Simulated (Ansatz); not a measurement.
BP, pressure series

Consider BP in the zinc blende structure (space group F-43m, No. 216).

```xyz
2
Lattice="0.0000 2.2741 2.2741 2.2741 0.0000 2.2741 2.2741 2.2741 0.0000" Properties=species:S:1:pos:R:3 pbc="T T T"
P      3.4112     3.4112     3.4112
B      0.0000     0.0000     0.0000
```

Cell and atoms are relaxed at each pressure.

Level of theory: PBE in Ansatz (plane waves to 420 eV, PAW, no spin-orbit coupling), earlier PAW set.

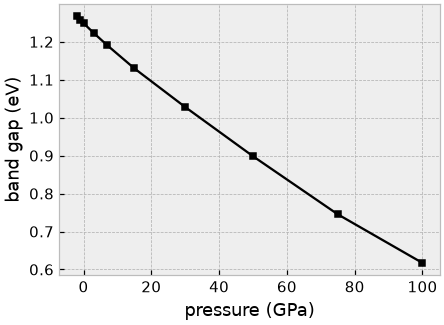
Figure: Band gap against pressure

**Question.** From the plot, what is the band gap for pressure 50 GPa?

**Answer.** About 0.90 eV.

**Question.** Is the trend monotonic over the range shown?

**Answer.** Yes, it falls throughout, spanning 0.62 eV to 1.27 eV.

Load acts through the strain it causes; cell and atoms are relaxed under it. No phonon test of stability was made. No other phases were tried under pressure.

Ansatz is an electronic-structure program.
